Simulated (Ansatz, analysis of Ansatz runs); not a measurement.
# Migration in AlBO3 (R-3c): Na_i hop between interstitial places, charge +1, part 5 of 5

Aim: the barrier of one jump in AlBO3 (R-3c) at charge +1: Na_i hop between interstitial places. The model is a cell of 80 host atoms with 1 Na put in; Na is the atom that moves.

Ansatz 0.2.0; plane-wave PAW DFT, PBEsol; nudged elastic band between two relaxed defect structures at fixed charge in a uniform background.

So far, barrier forward (eV): step 4 (nudged elastic band, charge +1, PBEsol) 1.40; step 6 (barrier from single points, PBEsol, denser k-mesh) 1.41; step 8 (barrier from single points, r2SCAN) 1.51; step 10 (barrier from single points, HSE06) 1.46.

### 11. Single point at the top of the path, PBEsol

A single point at the top of the band gives the levels near the gap and the populations there.

This step: plane-wave PAW DFT, PBEsol; single point of a defect supercell on a structure of the PBEsol path.

Input file qp1.top.probe/input.yaml:

```yaml
crystal:
  lattice:
    - [4.47530425, 2.58381811, 9.15826506]
    - [-4.47530425, 2.58381811, 9.15826506]
    - [0.0, -5.16763623, 9.15826506]
  atoms:
    - { symbol: Al, position: [-0.00036893, 0.00063559, -0.00315887] }
    - { symbol: Al, position: [0.24592185, 0.23961699, 0.24672692] }
[... 1 atom line left out ...]
    - { symbol: B, position: [0.39103173, 0.40232744, 0.37170431] }
    - { symbol: O, position: [0.12563481, 0.46640326, 0.2910817] }
[... 4 atom lines left out ...]
    - { symbol: O, position: [0.25905966, 0.08444513, 0.47201076] }
[... 1 atom line left out ...]
    - { symbol: Al, position: [0.25029694, 0.26220705, 0.7523486] }
    - { symbol: B, position: [0.10351638, 0.10015094, 0.62723834] }
[... 3 atom lines left out ...]
    - { symbol: O, position: [0.23109923, 0.41708737, 0.52652154] }
    - { symbol: O, position: [0.37491223, 0.03247766, 0.70696597] }
[... 12 atom lines left out ...]
    - { symbol: Al, position: [-0.01853551, 0.52553626, 0.49565275] }
[... 17 atom lines left out ...]
    - { symbol: O, position: [0.5265181, 0.23270116, 0.37416567] }
[... 1 atom line left out ...]
    - { symbol: Al, position: [0.52453929, -0.03177986, 0.50532191] }
[... 4 atom lines left out ...]
    - { symbol: O, position: [0.97070954, 0.27032993, 0.62550123] }
[... 24 atom lines left out ...]
    - { symbol: Na, position: [0.25547813, 0.24337612, 0.50028629] }
total_charge: 1
basis:
  ecutwfc: 420
  xc_grid: 2
hamiltonian:
  xc: pbesol
kpoints:
  mp_grid: { grid: [1, 1, 1], shift: [0.25, 0.25, 0.25] }
scf:
  occupations: { method: fixed }
  max_iter: 120
output:
  forces: true
  eigenvalues: true
  eigenstates: { localisation: true }
  populations: true
  write_density: true
  write_potential: true
  volumetric_format: npy
  elf: true
checkpoint:
  write: "../qp1.top.probe.run"
  compress: false
  write_wavefunctions: false
  write_every: 100000
```

Launch:

```console
$ ansatz run input.yaml --threads 4 --pin off --max-ram 14131MiB --backend cpu --events-out ev --progress --plain --runs-dir out
```

Numbers of over 12 decimals in the logs are rounded to 6 here.

What it wrote:

```text
[...]
Crystal: 81 atoms, lattice volume = 635.403 Å³
Basis set: ecut = 420 eV, 12439 PW (Γ), exchange–correlation on 144×144×144 points (8 copies of the dense FFT grid, shifted against one another)
Bands: 277, of which v1, the nominal top of the filled ones, is band 196 counted from 1 (195 counted from 0)
Symmetry: 1 space group operations
[...]
k-points: 1
[...]
SCF iter   1: F=—  HF=-39335.568376 eV  |F-HF|=—  |Δ(HF+E_count)|=         —  Δρ=9.46e-3  dr2=4.33e-1  ethr=1.77e-3  ⟨swp⟩=5.0  Hψ=985  notcnv=0  defer=79
[...]
SCF iter   8: F=-39335.436975 eV  HF=-39335.436975 eV  |F-HF|=2.40e-10  |Δ(HF+E_count)|=   1.37e-7  Δρ=2.01e-6  dr2=1.90e-8  ethr=2.55e-11  ⟨swp⟩=28.0  Hψ=2960  notcnv=0
SCF 1 converged in 8 iterations: F = -39335.436975 eV  dr2 = 1.90e-8
[...]
SCF converged after 8 iterations
Free energy (F): -39335.436975 eV
[...]
atom  18  O     -0.00088847     0.00071290    -0.00270388
  [... 12 atoms left out ...]
  atom  31  Al    -0.00495297    -0.00826360    -0.01172854
  [... 17 atoms left out ...]
  atom  49  O     -0.00321558     0.00068808    -0.00206332
  [... 6 atoms left out ...]
  atom  56  O     -0.00405732     0.00915619     0.00453575
  [... 24 atoms left out ...]
  atom  81  Na    -0.00876438    -0.02176931    -0.00706638
  max |Σ_I F_I| component: 5.89e-6 eV/Å
--- Band table (eV) ---
[...]
--- Löwdin populations: 81 sites ---
  site symbol       q [e]
     0     Al      1.7047
     1     Al      1.7224
  [... 1 atom left out ...]
     3      B      2.4801
     4      O      6.5834
  [... 4 atoms left out ...]
     9      O      6.6076
  [... 2 atoms left out ...]
    12      B      2.4868
  [... 3 atoms left out ...]
    16      O      6.6053
    17      O      6.5868
  [... 12 atoms left out ...]
    30     Al      1.7230
  [... 17 atoms left out ...]
    48      O      6.5812
  [... 6 atoms left out ...]
    55      O      6.5786
  [... 24 atoms left out ...]
    80     Na      8.1290
  spilling = 0.006942 (of n_electrons = 392.000000)
[key lines of the parts left out:]
Fermi energy:    8.020471 eV
```

Run time: 17 s. Hardware: 4 threads of Arm Neoverse V1, shared host; peak memory 1.3 GiB; 65 s of CPU time.

This step gave:

| Quantity | Value |
| --- | --- |
| free energy | -39335.4370 eV |

From eigenstates.tsv, first k-point; energies on the run's zero. The participation number counts the atoms that a state is spread over, of 81; bands count from 0.

```csv
spin,band,energy (eV),occupation,participation,largest share on,share
both,190,7.093,2.00,38.1,O39,0.05
both,191,7.163,2.00,31.7,O49,0.07
both,192,7.227,2.00,26.0,O17,0.09
both,193,7.286,2.00,30.7,O67,0.07
both,194,7.374,2.00,32.3,O56,0.08
both,195,8.021,2.00,4.6,O37,0.33
both,196,12.825,0.00,25.3,B4,0.11
both,197,13.332,0.00,32.9,B73,0.08
both,198,13.689,0.00,34.6,B3,0.09
both,199,13.842,0.00,27.1,B34,0.12
both,200,13.876,0.00,33.2,B13,0.09
```

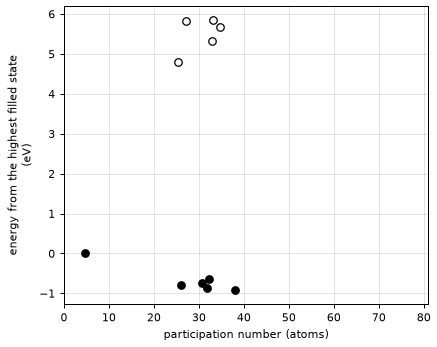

States next to the filling edge at the first k-point: energy against spread. Filled marks are occupied, open marks empty.

Under PBEsol at one point at (¼, ¼, ¼), the highest filled state is spread over 5 of 81 atoms, and the lowest empty one, 4.80 eV above it, is spread over 25 of 81 atoms.

Valence electrons by atom (Löwdin), nearest atoms first, with the excess over far atoms of the same element, which can also hold differences between inequivalent host sites (the log counts sites from 0):

```csv
atom,distance from the centre (Å),electrons,excess
Na81,0.05,8.129,-
O17,1.82,6.605,0.044
O10,1.88,6.608,0.047
B4,2.08,2.480,0.071
B13,2.10,2.487,0.078
O49,2.23,6.581,0.020
O56,2.24,6.579,0.018
O18,2.27,6.587,0.026
```

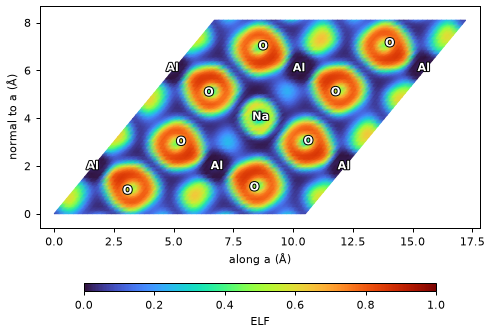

ELF in the ac plane at fractional y = 0.250, through the centre, with atoms of Al and O and Na within 0.45 Å of it. It is the smooth field of the valence electrons, not physical close to the nuclei.

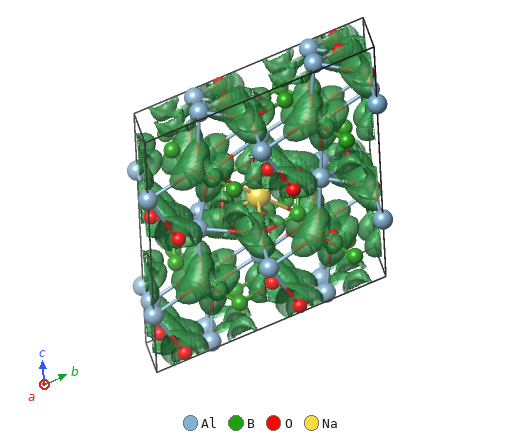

Surface of ELF = 0.8.

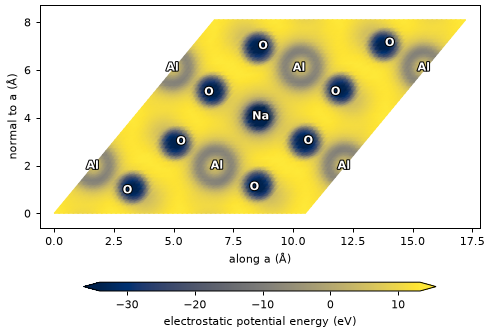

Electrostatic potential energy in the ac plane at fractional y = 0.250, through the centre, with atoms of Al and O and Na within 0.45 Å of it. With pseudopotentials it is smooth inside the atoms' cores, unlike the true potential.

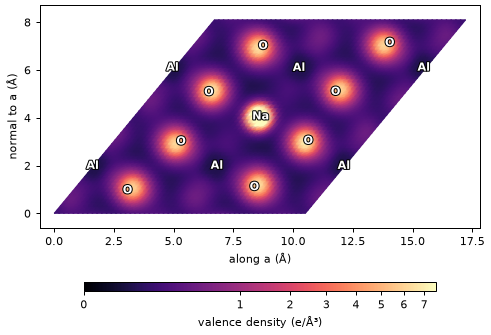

Valence density in the ac plane at fractional y = 0.250, through the centre, with atoms of Al and O and Na within 0.45 Å of it. It is the smooth field of the valence electrons, not physical close to the nuclei. The colour scale is stretched toward low values.

The distance between the highest filled and the lowest empty level goes from 5.32 eV at the start to 4.80 eV at the top.

### 12. Results

```
barrier forward                                   : 1.40 eV
barrier backward                                  : 1.40 eV
end less start                                    : 0.00 eV
hop length                                        : 2.62 Å
band iterations, as the log counts them           : 10
barrier from single points, PBEsol, denser k-mesh : 1.41 eV
barrier from single points, r2SCAN                : 1.51 eV
barrier from single points, HSE06                 : 1.46 eV
```

In words: The top of the band lies 1.40 eV above the start and 1.40 eV above the end, which are alike in energy and neighbours. With an assumed prefactor of 1e13 per second it gives one hop a second along this one path at about 540 K; whether such hops link up through the crystal wasn't checked. Across functionals on this path (PBEsol 1.397, r2SCAN 1.505 and HSE06 1.463 eV) the forward values spread by 0.108 eV. The order of the top as a saddle was not checked for all atoms, so a bent path could be lower. No image-charge correction is applied; it largely cancels along a path if the charge stays localised alike. Keep in mind: one k-point off the zone centre stands for the whole zone; periodic copies of the defect are only 9.0 Å apart.

[Logs are printed without paths, hosts, clocks, repeated set-up lines and the standing remarks that a program may print on its own settings, such as how far it seeks lower states.]

[Hosts, paths, dates, database ids (printed as entryN), source tags and the programs' standing remarks are cut or masked in the printed files.]
